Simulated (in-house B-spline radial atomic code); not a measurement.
Computed with an in-house B-spline radial code: scalar-relativistic (spin-free one-electron X2C) r2SCAN0, spin-polarised, spherical fractional occupations, Fermi nucleus, basis-set limit. The occupation of the 4d shell is varied from Gd²⁺ ([Kr] 4d9 4f7 5s2 5p6 5d1 6s1 (high spin)) to Gd⁺ ([Xe] 4f7 5d1 6s1 (high spin)), with spherical fractional occupations. Wanted, and plotted below: the total energy less the straight line between the end points, and the eigenvalue of 4d↓ (the dashed line is minus the energy to take the whole electron out).

The curve is convex (below the straight line), with the largest deviation among the points computed, −2.12 eV, at 0.5. The end points differ by 163.3 eV, the energy to take the electron out. The eigenvalue, which is the slope of the energy (Janak's theorem), moves from −172.0 eV at 0 to −155.1 eV at 1; for a straight line it would stay constant, and a parabola would sag by an eighth of this change, scaled to a whole electron, 2.11 eV. Convexity is the mark of the delocalisation error, which puts fractional charges too low; for p, d and f shells the spherical spreading of the fraction adds to it. The shell lies under occupied ones, so the straight line is a guide here rather than an exact condition. Exact exchange at spherical fractional occupations leaves self-interaction in partly filled shells, which adds to the curvature.

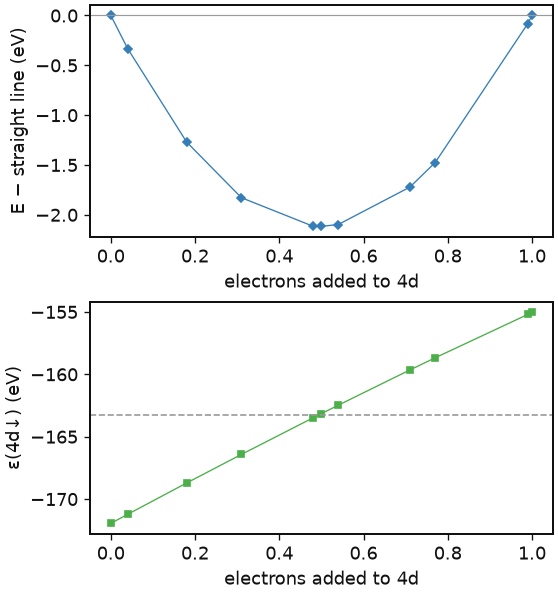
